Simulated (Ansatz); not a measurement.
**CH4BeGe (SMILES [BeH][CH2][GeH]): density, localisation and related maps**

The calculation's input:

```
crystal:
  periodic: [false, false, false]
  atoms:
    - symbol: C
      position_ang: [0.732646, 0.688510, -0.629933]
    - symbol: Be
      position_ang: [1.598634, 0.551405, 0.794678]
    - symbol: Ge
      position_ang: [-1.077846, -0.046640, -0.479704]
    - symbol: H
      position_ang: [-1.597988, 1.140278, 0.464978]
    - symbol: H
      position_ang: [0.702359, 1.782939, -0.744074]
    - symbol: H
      position_ang: [2.270776, 0.460229, 1.945855]
    - symbol: H
      position_ang: [1.287249, 0.228779, -1.452810]
basis:
  gaussian: {orbitals: def2-TZVPD}
hamiltonian: {xc: {name: PBE0}}
output: {forces: true, orbitals: {seedname: orbitals}}
```

Launched as:

```sh
ansatz run input.yaml --threads 2 --pin off --max-ram 4350MiB --events-out events.jsonl --progress --plain --runs-dir runs
```

Geometry: PBE0-D4/def2-TZVP.

Level of theory: Ansatz 0.2.0, isolated molecule in a Gaussian basis; Kohn-Sham density functional theory, functional PBE0.

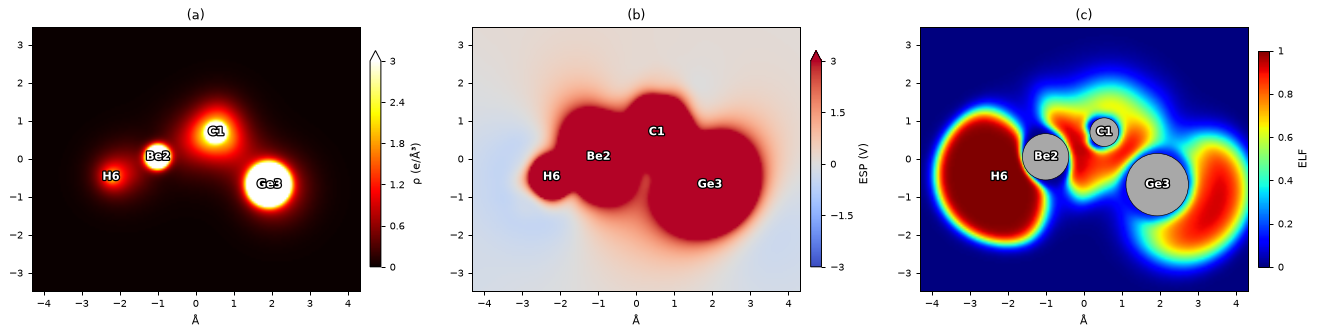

Figure 1. (a) total electron density; (b) molecular electrostatic potential; (c) ELF on the plane of atoms Be2, C1 and Ge3. Grey discs cover the atomic cores in the ELF map.

### Read the bonding off the picture.

The section cuts through C, Be, Ge and H sites.
C–Be (1.67 Å): ρ is about 0.95 e/Å³ halfway; the ELF peaks at about 0.95 between the atoms: a polar covalent bond.
C–Ge (1.96 Å): ρ is about 0.82 e/Å³ halfway; the ELF peaks at about 0.90 in the valence shell of C, 0.7 Å from its nucleus, and is about 0.65 at the midpoint.
Be–H (1.34 Å): the density is about 0.67 e/Å³ at the midpoint; the ELF climbs to about 1 towards the hydrogen.
Outside the dense part of the molecule the potential is most negative (−0.5 V) near H6.

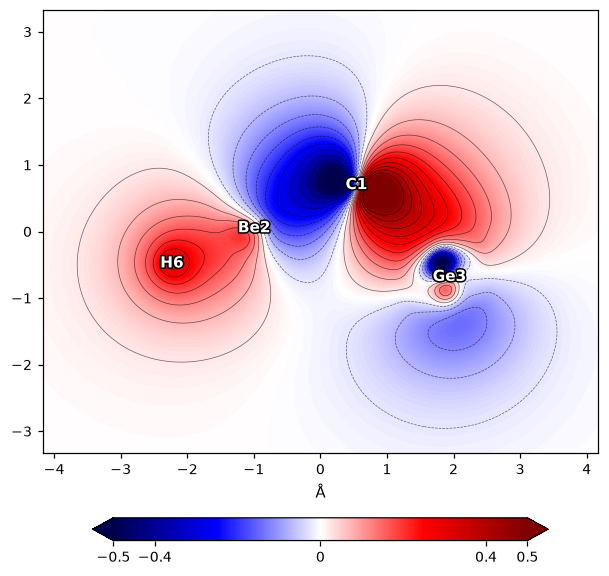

Figure 2. The HOMO−1 on the plane of atoms Be2, C1 and Ge3 (values in Å⁻³ᐟ²; the overall sign is arbitrary).

### Where does this orbital lie, and at what energy?

It lies mainly on C1 (about 30 %), Ge3 (about 30 %), H4 (about 20 %) and Be2 (about 10 %). Its energy is −8.34 eV.

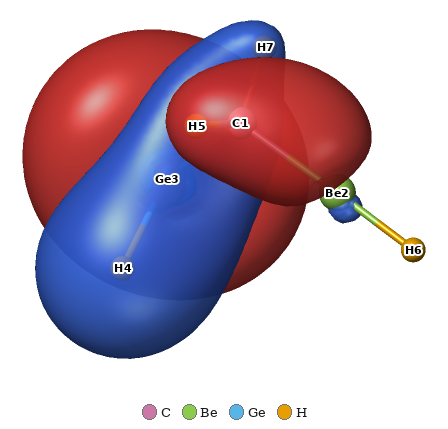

Figure 3. The HOMO at ±0.06 Å⁻³ᐟ² (blue and red are the two phases), seen at a tilt.

### What is the character of this orbital?

Its weight (Hirshfeld) is mainly on Ge3 (about 70 %), C1 (about 15 %) and H4 (about 10 %). Its energy is −6.39 eV.
